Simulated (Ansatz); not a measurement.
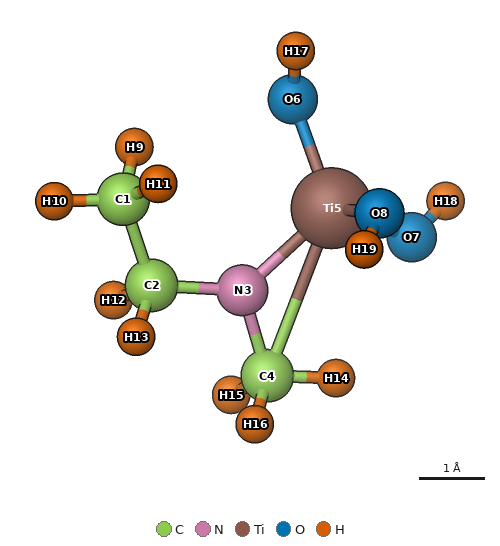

*The input geometry (ball-and-stick view, seen at a tilt; atoms are numbered from 1 in the order of the input). Sticks mark near contacts.*

Bond lengths as drawn: C–C 1.51 Å, C–H 1.09 to 1.10 Å, C–N 1.44 to 1.45 Å, C–Ti 2.83 Å, H–O 0.96 Å, N–Ti 1.88 Å and O–Ti 1.81 to 1.82 Å.

# Run report: C3H11NO3Ti, single-point calculation

The run: single-point calculation of C3H11NO3Ti. Method and program: RKS PBE0-D4/def2-TZVPP (Ansatz 0.2.0).

The geometry comes from this level: PBE0-D4/def2-TZVP.

The input
```yaml
crystal:
  periodic: [false, false, false]
  atoms:
    - {symbol: C, position_ang: [-2.157958, 0.435512, 0.114371]}
    - {symbol: C, position_ang: [-1.317793, -0.452603, -0.777959]}
    - {symbol: N, position_ang: [0.098656, -0.403131, -0.500694]}
    - {symbol: C, position_ang: [0.844511, -1.339755, -1.313603]}
    - {symbol: Ti, position_ang: [1.105458, 0.605293, 0.725831]}
    - {symbol: O, position_ang: [0.347270, 2.204804, 1.085802]}
    - {symbol: O, position_ang: [2.771885, 0.798717, 0.032643]}
    - {symbol: O, position_ang: [1.198847, -0.314711, 2.290146]}
    - {symbol: H, position_ang: [-1.883672, 1.485017, 0.001934]}
    - {symbol: H, position_ang: [-3.213946, 0.323768, -0.139875]}
    - {symbol: H, position_ang: [-2.036602, 0.164989, 1.167338]}
    - {symbol: H, position_ang: [-1.491510, -0.181029, -1.831267]}
    - {symbol: H, position_ang: [-1.658945, -1.495530, -0.677635]}
    - {symbol: H, position_ang: [1.914153, -1.280699, -1.101460]}
    - {symbol: H, position_ang: [0.709114, -1.130568, -2.383922]}
    - {symbol: H, position_ang: [0.515448, -2.372646, -1.131436]}
    - {symbol: H, position_ang: [0.042075, 2.553881, 1.923650]}
    - {symbol: H, position_ang: [3.359183, 1.554323, 0.056509]}
    - {symbol: H, position_ang: [0.811828, -1.160133, 2.516126]}
basis:
  gaussian: {orbitals: def2-TZVPP}
hamiltonian: {xc: pbe0, dispersion: d4}
output: {orbitals: {seedname: orbitals}}
```

Hardware: 4 CPU threads, shared host.

Launch command:
```bash
ansatz run in.yaml --threads 4 --pin off --events-out ev --progress --plain --max-ram 66560MiB --backend cuda --devices 0, --max-vram 37GiB
```

The program's output
```
Functional definition: PBE0
  name "PBE0"
  cite "Adamo & Barone, J. Chem. Phys. 110, 6158 (1999) doi:10.1063/1.478522"
  cite "Perdew, Burke & Ernzerhof, Phys. Rev. Lett. 77, 3865 (1996) doi:10.1103/PhysRevLett.77.3865"
  parent pbe
  parameter a = 0.25
  parameter kappa = 0.804
  parameter beta = 0.06672455060314922
  exchange = (1 - a)*pbe_x(kappa = kappa, mu = beta*pi^2/3) + a*exact_x
  correlation = pbe_c(beta = beta)
2309 factors; their error is unknown
mean field evaluation 1: about -34003.3612 eV, gradient 1.2e2 eV
mean field evaluation 2: about -33754.2476 eV, gradient 4.5e2 eV
mean field evaluation 4: about -34026.2019 eV, gradient 3.8e1 eV
mean field evaluation 8: about -34028.8693 eV, gradient 1.7e-1 eV
mean field evaluation 16: about -34028.9949 eV, gradient 1.6e-3 eV
mean field -34028.99487634 eV, -1250.5424960242 hartree, gradient 4.3e-5 eV, S^2 0.000000; 0 other end points of the search recorded, 0 dependent functions left out
reference -34028.99492434 eV, -1250.5424977885 hartree; 41, 41 occupied and 394, 394 virtual orbitals, 2309 factors
Total energy: -34029.41245227 eV, -1250.5578416569 hartree
```

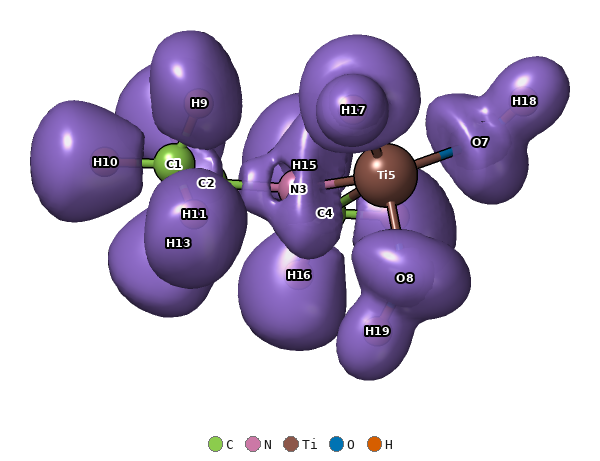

*Isosurface of the electron localisation function at 0.75 (purple), seen from the side. Core shells and regions of very low density are left out.*

C–C (1.51 Å): the ELF peaks at about 0.95 between the atoms, which marks localised, shared-pair bonding.

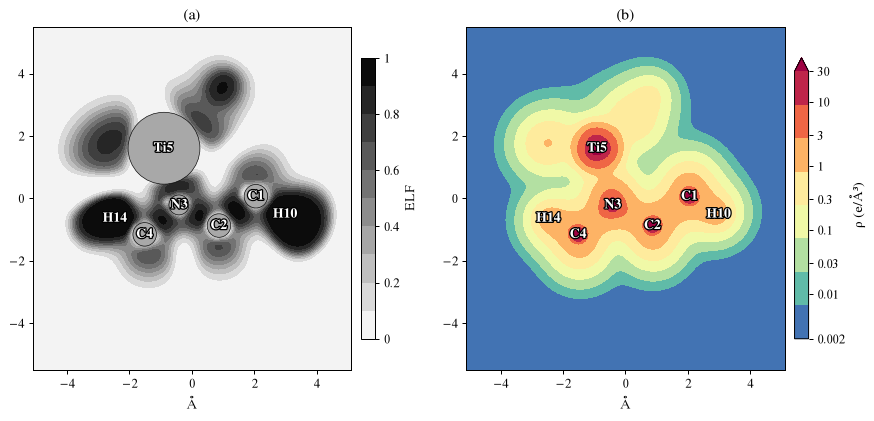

*(a) electron localisation function; (b) total electron density on the plane of atoms Ti5, C4 and H14. Grey discs, where drawn, cover atomic cores.*

C–Ti (2.83 Å): ρ is about 0.5 e/Å³ halfway; the ELF is about 0.50 at the midpoint.

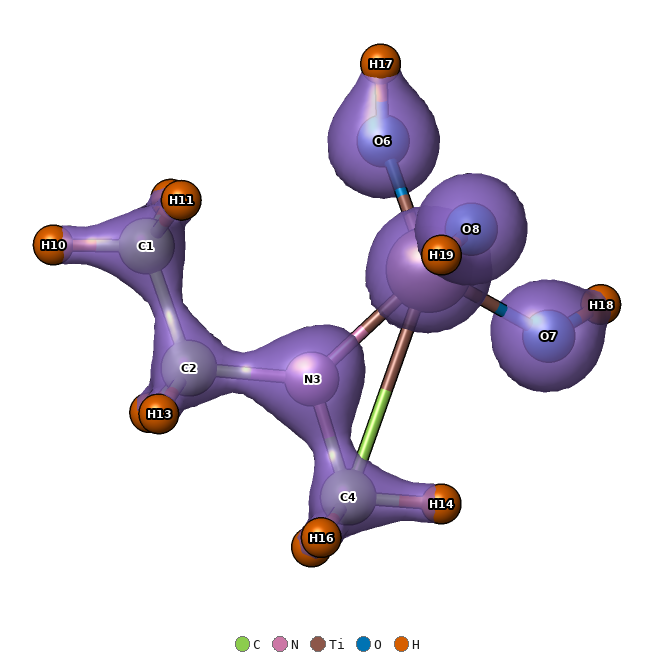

*Isosurface of the total electron density at 1.5 e/Å³ (purple), seen face on.*

At this value the surface falls into five separate pieces. It is pinched off along the Ti–O (1.81 Å) and Ti–N (1.88 Å) contacts. On the grid the lowest density along these lines, outside the cores, is 1.9 e/Å³ (C–N, 1.44 Å), 1.7 e/Å³ (C–C, 1.51 Å), 1 e/Å³ (Ti–O, 1.81 Å) and 0.96 e/Å³ (Ti–N, 1.88 Å).

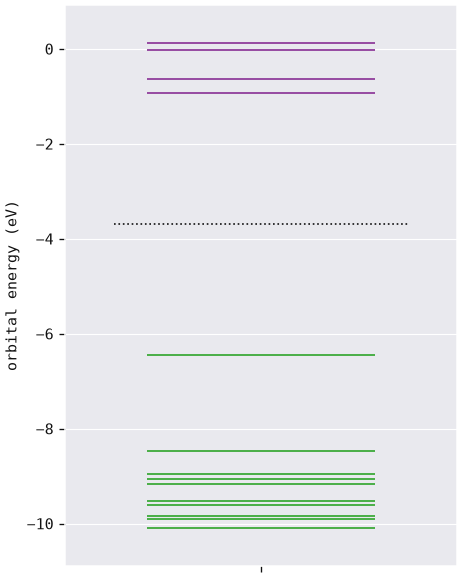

*Orbital energies near the frontier; the dotted line parts filled from empty levels, and levels within 0.02 eV of each other stand side by side.*

Highest filled −6.45 eV, lowest empty −0.94 eV, 5.51 eV apart.

Summary

```json
{"quantity": "outcome", "value": "converged"}
{"quantity": "total energy", "value": "−34029.4125 eV"}
{"quantity": "mean-field energy", "value": "−34028.9949 eV"}
{"quantity": "dispersion energy", "value": "−0.4175 eV"}
{"quantity": "SCF solution under orbital rotations", "value": "stable"}
{"quantity": "HOMO", "value": "−6.45 eV"}
{"quantity": "LUMO", "value": "−0.94 eV"}
{"quantity": "wall time", "value": "4.9 s (CPU time 4.4 s)"}
{"quantity": "peak memory", "value": "0.94 GiB"}
```
